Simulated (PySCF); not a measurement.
**Run report: CH₆OSi₂, excited-state calculation**

- system: CH₆OSi₂
- method: TDDFT CAM-B3LYP/def2-SVPD, vertical, gas phase, core orbitals frozen in the response (PySCF 2.14.0)

The geometry comes from this level: PBE0-D3(BJ)/def2-SVP.

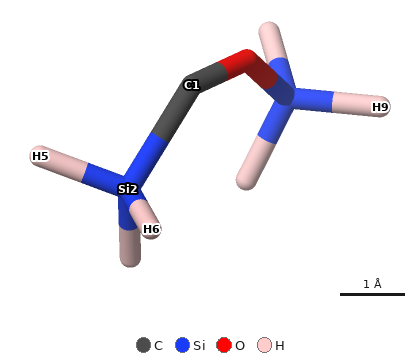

The input geometry (stick view, seen at a tilt; atoms are numbered from 1 in the order of the input).

Key numbers:

```csv
quantity,value
outcome,converged
total energy,−695.507122 hartree
HOMO,−6.72 eV
LUMO,−0.71 eV
dipole moment,3.74 D
mean polarisability,76.81 a.u.
vertical ionisation energy,7.44 eV
vertical electron affinity,0.20 eV
lowest singlet excitation,1.32 eV
hardware,"1 CPU thread, shared host"
wall time,22 s
peak memory,0.67 GiB
```

Input file:
```
{"job": {"kind": "uv", "xc": "CAM-B3LYP", "basis": "def2-SVPD", "nstates": 6, "ntriplets": 2, "ip": true}, "charge": 0, "multiplicity": 1}
C     -1.219418     0.698351    -0.339487
Si    -1.366078    -1.179580     0.101637
O     -0.124179     1.381403    -0.357815
Si     1.547650     1.063375    -0.050568
H     -2.041561    -1.705209    -1.125026
H     -2.360023    -1.129664     1.218291
H     -0.283082    -2.158406     0.489480
H      1.693795    -0.373423     0.309744
H      1.933339     1.968685     1.060906
H      2.261066     1.409052    -1.305515
```

The first line tells a small driver script what to run in PySCF; the rest is the geometry in Å.

Command:
```bash
OMP_NUM_THREADS=1 python <driver script> task.json out
```

Output:
```
coarse grid: 9144 points
cycle   1  E = -695.3525271668  dE =  1.642e-02  |g| = 5.092e-01  |ddm| = 3.666e+00
cycle   2  E = -695.3165691769  dE =  3.596e-02  |g| = 7.071e-01  |ddm| = 1.246e+00
cycle   3  E = -695.4064932338  dE = -8.992e-02  |g| = 6.857e-02  |ddm| = 5.536e-01
cycle   4  E = -695.4076660491  dE = -1.173e-03  |g| = 1.393e-02  |ddm| = 1.273e-01
cycle   5  E = -695.4077446910  dE = -7.864e-05  |g| = 3.600e-03  |ddm| = 6.739e-02
cycle   6  E = -695.4077508885  dE = -6.198e-06  |g| = 1.904e-03  |ddm| = 2.088e-02
final grid: 78504 points
cycle   7  E = -695.5071207828  dE = -7.256e-06  |g| = 2.064e-03  |ddm| = 2.863e-02
cycle   8  E = -695.5071207127  dE =  7.011e-08  |g| = 2.220e-03  |ddm| = 1.089e-02
cycle   9  E = -695.5071220367  dE = -1.324e-06  |g| = 2.615e-04  |ddm| = 6.094e-03
cycle  10  E = -695.5071220489  dE = -1.212e-08  |g| = 1.283e-04  |ddm| = 6.859e-04
cycle  11  E = -695.5071220536  dE = -4.777e-09  |g| = 1.473e-05  |ddm| = 4.199e-04
cycle  12  E = -695.5071220538  dE = -2.034e-10  |g| = 5.095e-06  |ddm| = 1.312e-04
```

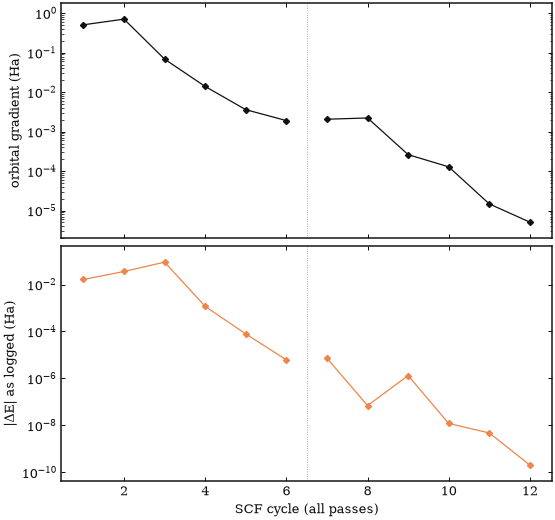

Convergence of the self-consistent field: orbital gradient and size of the energy change against the SCF cycle. The dotted line marks the change from a coarse to the final integration grid. The first 6 cycles use a coarse grid, the final grid takes over at cycle 7, and the field converges after 12 cycles in all.

```
converged SCF energy = -695.5071220538

Static polarisability (au): isotropic 76.808, principal 62.338 73.585 94.503

Singlet excitations
state   eV       nm        f      main configurations
  1   1.3244    936.2   0.00035   H->L 0.99
  2   3.8867    319.0   0.03646   H->L+1 0.93
  3   4.8990    253.1   0.00110   H->L+3 0.96
  4   5.1250    241.9   0.04216   H->L+2 0.84
  5   5.5122    224.9   0.09367   H->L+4 0.82
  6   5.8849    210.7   0.05669   H->L+5 0.49, H->L+6 0.28, H->L+7 0.17

Triplet excitations (Tamm-Dancoff, eV): 0.3183 3.4385
Vertical ionisation energy (delta-SCF) = 7.4376 eV
Vertical electron affinity (delta-SCF) = 0.2039 eV
```

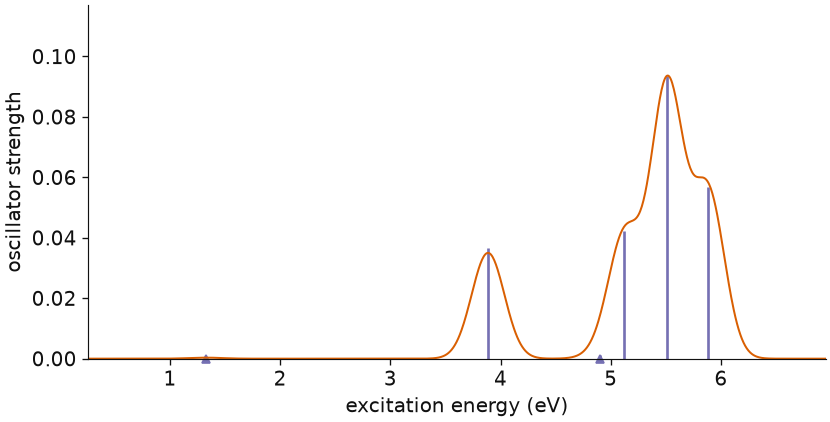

Computed excitations as sticks (degenerate states added up, dark ones marked on the axis), with a Gaussian envelope of 0.35 eV full width at half maximum, scaled to the tallest. Of the 6 states the lowest lies at 1.32 eV (f = 0.000); the strongest line is at 5.51 eV, or 225 nm (f = 0.094).

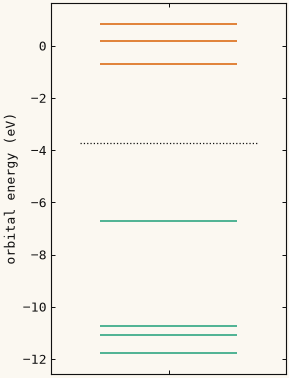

Orbital energies near the frontier; the dotted line parts filled from empty levels, and levels within 0.02 eV of each other stand side by side. Highest filled −6.72 eV, lowest empty −0.71 eV, 6.01 eV apart.
